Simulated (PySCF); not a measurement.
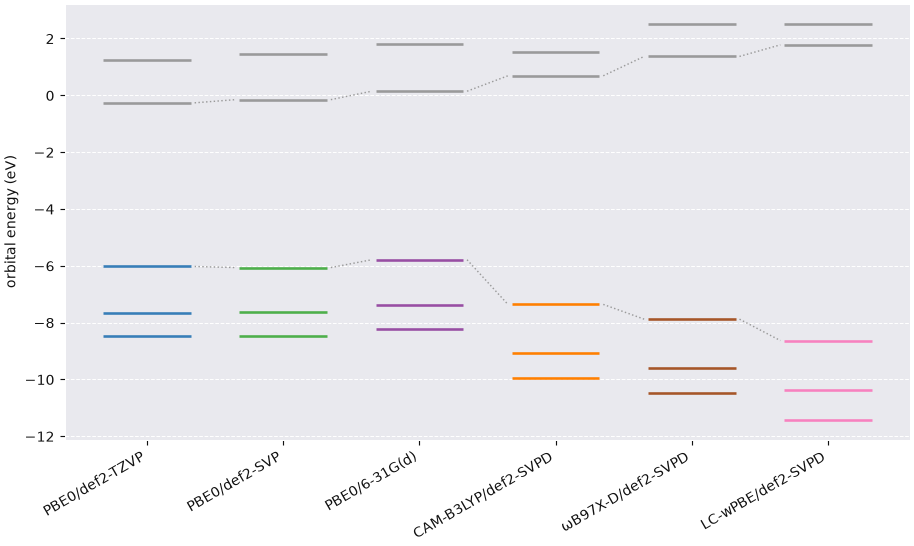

Frontier orbital energies of C₆H₄O₂, SMILES c1cc2occc2o1 at one geometry, PySCF, at a PBE0-D3(BJ)/def2-SVP geometry (no frequency check). Empty levels are grey, levels within 0.1 eV stand side by side; all columns show the same few orbitals around the gap. Dotted lines join the HOMOs and the LUMOs.

Question: How do the frontier levels move from column to column?

Answer: The separation grows from 5.76 eV (PBE0/def2-TZVP) to 10.41 eV (LC-wPBE/def2-SVPD).

```
              level  HOMO (eV)  LUMO (eV)  separation (eV)
     PBE0/def2-TZVP      −6.03      −0.27             5.76
      PBE0/def2-SVP      −6.07      −0.15             5.91
      PBE0/6-31G(d)      −5.79       0.14             5.93
CAM-B3LYP/def2-SVPD      −7.36       0.69             8.05
  ωB97X-D/def2-SVPD      −7.88       1.37             9.25
  LC-wPBE/def2-SVPD      −8.64       1.78            10.41
```

Limits of at least one run: empty levels above zero depend strongly on the basis.
